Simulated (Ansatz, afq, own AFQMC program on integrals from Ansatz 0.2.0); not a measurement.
# BH4 (doublet): AFQMC on the coupled-cluster ladder, 6-31G, part 2 of 2

Ansatz 0.2.0, Gaussian basis, and an in-house AFQMC program (afq) on its integrals; all values are calculated; 6-31G, frozen cores. Earlier steps stand in the parts before.

**14. Phaseless AFQMC, CISD trial on UHF**

It reads the integrals that the CCSD(T) run on this determinant wrote.

Run with:

```
$ afq ham --method phaseless --trial cisd --walkers 200 --populations 1 --least-time 40 --time-step 0.005 --steps-per-block 50 --equilibration-blocks 28 --max-blocks 300 --target-error 0.00032 --factor-cut 1e-05 --start spin_pure --seed 8414 --release-times 0.24,0.51,0.99,1.62,2.4 --release-step 0.03 --release-every 4 --taylor-order 6
```

Output:

```text
orbitals 16  electrons 4 3  factors 112 of 254
reference energy -26.85233997 Eh
CCSD correlation -0.09285437 Eh in 10 cycles, weight of the determinant in the CISD state 0.9393
energy of the start -26.945029 Eh
 block  time / (1/Eh)  mean weight  energy / Eh
     1     0.250  1.0000  -26.944640
     2     0.500  1.0002  -26.944926
     3     0.750  1.0000  -26.945705
     4     1.000  0.9996  -26.945847
     5     1.250  1.0002  -26.945724
     6     1.500  1.0003  -26.945938
     7     1.750  1.0006  -26.946501
     8     2.000  0.9999  -26.946394
     9     2.250  1.0000  -26.947071
    10     2.500  1.0003  -26.947111
    13     3.250  0.9997  -26.947200
    17     4.250  0.9998  -26.946660
    21     5.250  1.0001  -26.946713
    25     6.250  1.0001  -26.947232
    29     7.250  1.0003  -26.947583
    33     8.250  1.0005  -26.947254
    37     9.250  1.0000  -26.947343
    41    10.250  0.9999  -26.946830
    45    11.250  0.9999  -26.947133
    49    12.250  1.0003  -26.947803
    53    13.250  1.0004  -26.946672
    57    14.250  0.9990  -26.946819
    61    15.250  1.0005  -26.945969
    65    16.250  1.0006  -26.947701
    69    17.250  1.0000  -26.947419
    73    18.250  1.0000  -26.947267
    77    19.250  1.0001  -26.947428
    81    20.250  1.0009  -26.947190
    85    21.250  1.0000  -26.946545
    89    22.250  1.0005  -26.947735
    93    23.250  1.0005  -26.946945
    97    24.250  0.9998  -26.947712
   101    25.250  0.9998  -26.947426
   105    26.250  1.0000  -26.946873
   109    27.250  0.9992  -26.946495
   113    28.250  1.0003  -26.946821
   117    29.250  1.0012  -26.948811
   121    30.250  0.9997  -26.947708
   125    31.250  1.0001  -26.948318
   129    32.250  0.9994  -26.947762
   133    33.250  1.0001  -26.946630
   137    34.250  0.9990  -26.947108
   141    35.250  1.0004  -26.948171
   145    36.250  1.0002  -26.947538
   149    37.250  0.9997  -26.947046
   153    38.250  0.9987  -26.946652
   157    39.250  1.0007  -26.946834
   161    40.250  1.0002  -26.947334
   165    41.250  1.0005  -26.947178
   169    42.250  1.0004  -26.947238
   173    43.250  0.9996  -26.947981
   177    44.250  0.9998  -26.947952
   181    45.250  0.9998  -26.946558
   185    46.250  1.0001  -26.946576
blocks merged  error / Eh  count
     1  0.000048  160
     2  0.000060  80
     4  0.000071  40
     8  0.000075  20
    16  0.000069  10
released: time / (1/Eh)  energy / Eh  error  mean overlap
  0.24  -26.947288  0.000078  0.9950
  0.51  -26.947301  0.000059  0.9956
  0.99  -26.947369  0.000069  0.9928
  1.62  -26.947394  0.000076  0.9975
  2.40  -26.947266  0.000068  1.0021
energy -26.947250 +/- 0.000075 Eh
```

Run time: 79 s. Hardware: 1 thread of Intel Xeon 6975P-C (Granite Rapids), shared host.

Energy -733.2720 ± 0.0020 eV. Caveats: constraint bias not in the error.

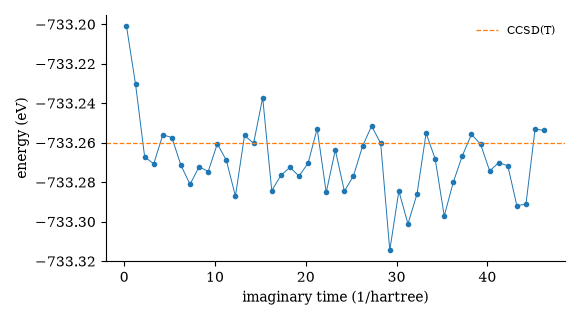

Block energies along the walk.

**15. Phaseless AFQMC, single-determinant trial on UHF**

It reads the integrals that the CCSD(T) run on this determinant wrote.

Run with:

```
$ afq ham --method phaseless --trial hf --walkers 400 --populations 1 --least-time 40 --time-step 0.005 --steps-per-block 20 --equilibration-blocks 112 --max-blocks 600 --target-error 0.0009600000000000001 --factor-cut 1e-05 --start spin_pure --seed 8238 --taylor-order 6
```

Output:

```text
orbitals 16  electrons 4 3  factors 112 of 254
reference energy -26.85233997 Eh
CCSD correlation -0.09285437 Eh in 10 cycles, weight of the determinant in the CISD state 0.9393
energy of the start -26.852650 Eh
 block  time / (1/Eh)  mean weight  energy / Eh
     1     0.100  1.0010  -26.867248
     2     0.200  1.0005  -26.878766
     3     0.300  1.0006  -26.887477
     4     0.400  1.0005  -26.898280
     5     0.500  1.0002  -26.905705
     6     0.600  1.0005  -26.910581
     7     0.700  1.0002  -26.916546
     8     0.800  1.0008  -26.921283
     9     0.900  1.0008  -26.924157
    10     1.000  1.0002  -26.926860
    13     1.300  1.0005  -26.934195
    25     2.500  1.0008  -26.947036
    37     3.700  0.9998  -26.939206
    49     4.900  1.0003  -26.944424
    61     6.100  0.9995  -26.949032
    73     7.300  1.0001  -26.946666
    85     8.500  0.9996  -26.945924
    97     9.700  1.0003  -26.945223
   109    10.900  1.0005  -26.955918
   121    12.100  0.9996  -26.946940
   133    13.300  1.0007  -26.938930
   145    14.500  0.9998  -26.941122
   157    15.700  0.9994  -26.942638
   169    16.900  1.0001  -26.948583
   181    18.100  0.9995  -26.944400
   193    19.300  0.9999  -26.946678
   205    20.500  0.9998  -26.953284
   217    21.700  1.0004  -26.947306
   229    22.900  1.0001  -26.946755
   241    24.100  0.9997  -26.940360
   253    25.300  1.0007  -26.954563
   265    26.500  1.0002  -26.953300
   277    27.700  0.9996  -26.946066
   289    28.900  0.9995  -26.949452
   301    30.100  1.0004  -26.947816
   313    31.300  0.9997  -26.946374
   325    32.500  1.0000  -26.941357
   337    33.700  1.0007  -26.939215
   349    34.900  1.0008  -26.942861
   361    36.100  0.9998  -26.944003
   373    37.300  1.0002  -26.943162
   385    38.500  1.0001  -26.942036
   397    39.700  1.0002  -26.954006
   409    40.900  1.0001  -26.951759
   421    42.100  0.9996  -26.951872
   433    43.300  1.0013  -26.944857
   445    44.500  0.9998  -26.948123
   457    45.700  1.0004  -26.952700
   469    46.900  1.0001  -26.939507
   481    48.100  0.9999  -26.942343
   493    49.300  1.0000  -26.940146
   505    50.500  0.9999  -26.945673
blocks merged  error / Eh  count
     1  0.000252  400
     2  0.000341  200
     4  0.000459  100
     8  0.000587  50
    16  0.000695  25
    32  0.000885  12
energy -26.945954 +/- 0.000695 Eh
```

It took 82 s on 1 thread of Intel Xeon 6975P-C (Granite Rapids), shared host.

Energy -733.2368 ± 0.0189 eV. Caveats: constraint bias not in the error. The error still grows with block length (0.0160 to 0.0241 eV), so the bar may be too small.

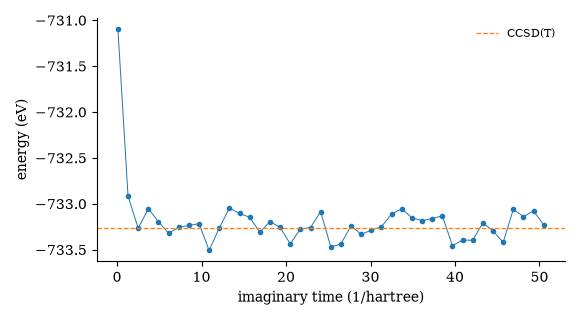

Block energies along the walk.

**16. Free-projection AFQMC, CISD trial on UHF**

It reads the integrals that the CCSD(T) run on this determinant wrote.

Run with:

```
$ afq ham --method free --trial cisd --walkers 200 --time-step 0.03 --max-blocks 80 --target-error 0.00032 --factor-cut 1e-05 --seed 906 --times 0,0.3,0.6,1.2,1.8,2.4,3.6,4.8,6 --taylor-order 8
```

Output:

```text
orbitals 16  electrons 4 3  factors 112 of 254
reference energy -26.85233997 Eh
CCSD correlation -0.09285437 Eh in 10 cycles, weight of the determinant in the CISD state 0.9393
repeat  energy at the last time / Eh  error
    10  -26.947451  0.000209
    20  -26.947468  0.000126
    30  -26.947479  0.000099
time / (1/Eh)  energy / Eh  error  mean overlap
  0.00  -26.945239  0.000034  1.0653
  0.30  -26.946342  0.000057  1.0694
  0.60  -26.946857  0.000058  1.0650
  1.20  -26.947099  0.000047  1.0719
  1.80  -26.947287  0.000056  1.0715
  2.40  -26.947292  0.000065  1.0755
  3.60  -26.947599  0.000090  1.0506
  4.80  -26.947650  0.000091  1.0381
  6.00  -26.947466  0.000097  1.0313
energy -26.947466 +/- 0.000097 Eh
```

It took 35 s on 1 thread of Intel Xeon 6975P-C (Granite Rapids), shared host.

Energy -733.2779 ± 0.0026 eV. Caveats: remainder of the start not in the error.

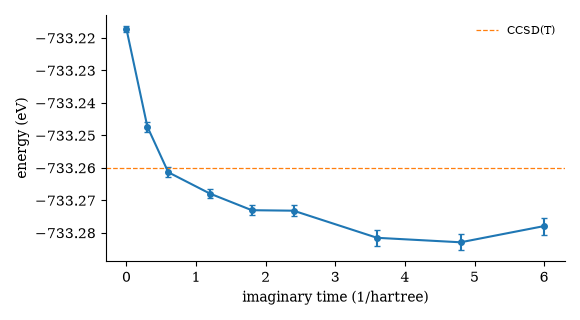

Energy against projection time, with error bars.

**17. Phaseless AFQMC, first-order trial on UHF (settings varied)**

It reads the integrals that the CCSD(T) run on this determinant wrote.

Run with:

```
$ afq ham --method phaseless --trial mp1 --walkers 160 --populations 1 --least-time 40 --time-step 0.02 --steps-per-block 25 --equilibration-blocks 6 --max-blocks 120 --target-error 0.00064 --factor-cut 1e-05 --start spin_pure --seed 5024 --release-times 0.2,0.4 --release-step 0.05 --release-every 2 --taylor-order 6
```

Output:

```text
orbitals 16  electrons 4 3  factors 112 of 254
reference energy -26.85233997 Eh
CCSD correlation -0.09285437 Eh in 10 cycles, weight of the determinant in the CISD state 0.9393
energy of the start -26.922847 Eh
 block  time / (1/Eh)  mean weight  energy / Eh
     1     0.500  1.0024  -26.932937
     2     1.000  0.9979  -26.940146
     3     1.500  1.0003  -26.943442
     4     2.000  0.9989  -26.945914
     5     2.500  0.9989  -26.944003
     6     3.000  1.0013  -26.944481
     7     3.500  0.9978  -26.943504
     8     4.000  0.9989  -26.943668
     9     4.500  0.9960  -26.947818
    10     5.000  1.0002  -26.947119
    11     5.500  1.0008  -26.946147
    13     6.500  0.9996  -26.948289
    15     7.500  1.0008  -26.946740
    17     8.500  1.0001  -26.944649
    19     9.500  0.9942  -26.945115
    21    10.500  0.9993  -26.948200
    23    11.500  0.9966  -26.948456
    25    12.500  0.9989  -26.945802
    27    13.500  1.0015  -26.946277
    29    14.500  1.0030  -26.945728
    31    15.500  1.0019  -26.945105
    33    16.500  1.0009  -26.942986
    35    17.500  0.9958  -26.945936
    37    18.500  1.0028  -26.944344
    39    19.500  1.0028  -26.945006
    41    20.500  1.0009  -26.946371
    43    21.500  1.0006  -26.946230
    45    22.500  0.9972  -26.945596
    47    23.500  0.9961  -26.945326
    49    24.500  0.9996  -26.946997
    51    25.500  0.9972  -26.948084
    53    26.500  1.0055  -26.948459
    55    27.500  1.0025  -26.951037
    57    28.500  1.0011  -26.946093
    59    29.500  0.9990  -26.948327
    61    30.500  1.0008  -26.944934
    63    31.500  1.0010  -26.946795
    65    32.500  0.9978  -26.950138
    67    33.500  1.0072  -26.952270
    69    34.500  0.9978  -26.950651
    71    35.500  0.9997  -26.947038
    73    36.500  1.0008  -26.947637
    75    37.500  0.9979  -26.945533
    77    38.500  1.0023  -26.947707
    79    39.500  0.9999  -26.944798
    81    40.500  1.0006  -26.944243
    83    41.500  1.0001  -26.947535
    85    42.500  0.9990  -26.949995
blocks merged  error / Eh  count
     1  0.000220  80
     2  0.000269  40
     4  0.000343  20
     8  0.000386  10
released: time / (1/Eh)  energy / Eh  error  mean overlap
  0.20  -26.946489  0.000257  1.0020
  0.40  -26.946504  0.000224  1.0037
energy -26.946668 +/- 0.000343 Eh
```

Run time: 18 s. Hardware: 1 thread of Intel Xeon 6975P-C (Granite Rapids), shared host.

Energy -733.2562 ± 0.0093 eV. The run doesn't count as converged. Caveats: constraint bias not in the error; error not settled; halves of the run differ.

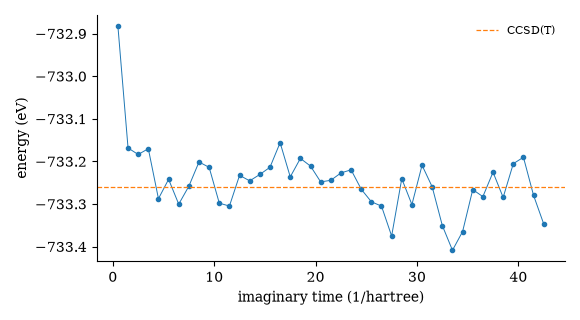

Block energies along the walk.

**18. All levels side by side**

The full CI on restricted orbitals is not used as the yardstick for these unrestricted rows.

On the UHF determinant, counted from CCSDTQ (a yardstick, not exact):

```csv
level,energy (eV),from CCSDTQ (kJ/mol),statistical error (kJ/mol),time
HF,-730.6894,+249.6,,
MP2,-732.5812,+67.1,,
CCSD,-733.2161,+5.8,,
CCSD(T),-733.2600,+1.6,,
CCSDT(Q),-733.2759,0.0,,
CCSDTQ,-733.2762,0.0,,
"Phaseless AFQMC, CISD trial, step 0.005, 200 walkers",-733.2720,+0.4,0.2,79 s
"Phaseless AFQMC, single-determinant trial, step 0.005, 400 walkers",-733.2368,+3.8,1.8,82 s
"Free-projection AFQMC, CISD trial, step 0.03, 200 walkers",-733.2779,-0.2,0.3,35 s
```

The functionals' totals stand on their own zeros and serve differences with other points: PBE -736.614 eV; r2SCAN -737.427 eV; PBE0 -736.777 eV; B3LYP -738.306 eV; wB97M-V -736.848 eV; B2PLYP -736.137 eV.

**19. Outcome**

What follows sums up all 2 parts.

```
                                                    quantity              value
                                  CCSD(T) on UHF from CCSDTQ        +1.6 kJ/mol
              Phaseless AFQMC, CISD trial on UHF from CCSDTQ  +0.4 ± 0.2 kJ/mol
Phaseless AFQMC, single-determinant trial on UHF from CCSDTQ  +3.8 ± 1.8 kJ/mol
        Free-projection AFQMC, CISD trial on UHF from CCSDTQ  -0.2 ± 0.3 kJ/mol
```

**Reading.** On UHF the phaseless walk with the CISD trial lies +0.4 kJ/mol from CCSDTQ, within three error bars. Free projection has no constraint; at the last time it gives -0.2 ± 0.3 kJ/mol, and from a start that isn't spin pure other spins can mix in. Error bars are statistical and leave out the constraint, the time step and what remains of the start.
